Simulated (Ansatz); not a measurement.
# Direct or indirect: SrCaCl2F2 (P4mm)

```cif
data_structure
_symmetry_space_group_name_H-M 'P4mm'
_symmetry_Int_Tables_number 99
_cell_length_a 4.0445
_cell_length_b 4.0445
_cell_length_c 6.9917
_cell_angle_alpha 90.000
_cell_angle_beta 90.000
_cell_angle_gamma 90.000
_cell_volume 114.37
loop_
_atom_site_label
_atom_site_type_symbol
_atom_site_symmetry_multiplicity
_atom_site_Wyckoff_symbol
_atom_site_fract_x
_atom_site_fract_y
_atom_site_fract_z
_atom_site_occupancy
Sr1 Sr 1 b 0.50000 0.50000 0.20281 1
Ca1 Ca 1 a 0.00000 0.00000 0.80929 1
Cl1 Cl 1 a 0.00000 0.00000 0.35987 1
Cl2 Cl 1 b 0.50000 0.50000 0.64714 1
F1 F 2 c 0.50000 0.00000 0.99045 1
```

Method: Ansatz, PBE, independent particles, without spin-orbit coupling, line width 0.1 eV (Gaussian). The band structure gives a fundamental gap of 5.75 eV. The spectrum of vertical transitions near the edge:

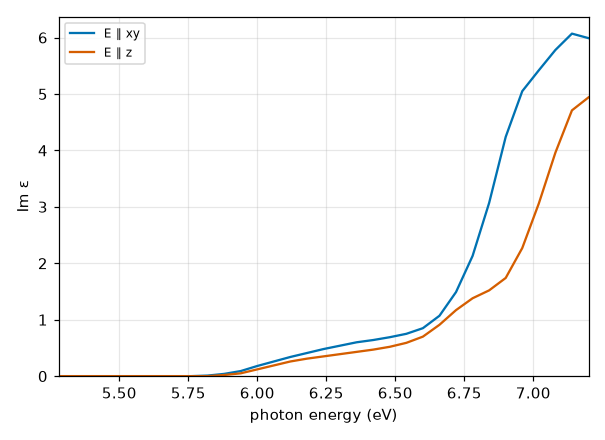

Q: Is the gap direct or indirect, and about where do vertical transitions set in?

A: Direct: the band path has its least direct gap at the fundamental one, 5.75 eV, and the curves rise from there. Lines are broadened by 0.1 eV, which spreads the edge.

Note: cells built here by substitution need not match a known phase.

[Logs are printed without paths, hosts, clocks, repeated set-up lines and the standing remarks that a program may print on its own settings, such as how far it seeks lower states.]
